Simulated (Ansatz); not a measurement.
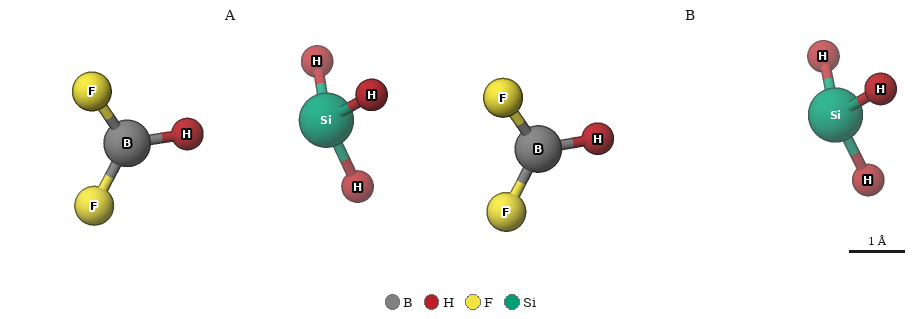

Two geometries of BSiH$_{4}$F$_{2}$ (multiplicity 2), drawn at one scale. One is the start of a relaxation, the other its converged end. Style: ball-and-stick. Shown at a tilt.

The calculation used Ansatz 0.2.0, UHF/def2-SVP. Set-up: collinear spin; force threshold 0.03 eV/Å; at most 50 steps.

Which of the two is the end point?

Structure B is the relaxed one. The run prepares an end point of a later path (reaction) calculation, from a guessed geometry. The atom that moves furthest after the best rigid fit is an H atom (0.99 Å). Largest moves by element: H 0.99 Å, F 0.95 Å, Si 0.95 Å, B 0.95 Å. Near-neighbour distances that change, for instance: H–Si 1.486 → 1.481 Å. After 9 geometry steps the energy has fallen by 0.203 eV. The largest force component goes from 0.49 to 0.011 eV/Å. Cost: 9.6 s on 2 threads of Arm Neoverse V1, with other jobs on the host, peak memory 0.18 GiB.

Limits of the set-up: the start holds two separate molecules, 2.7 Å apart at their closest, whose relative position is a soft coordinate and is computed without a dispersion correction; Hartree-Fock leaves out electron correlation.
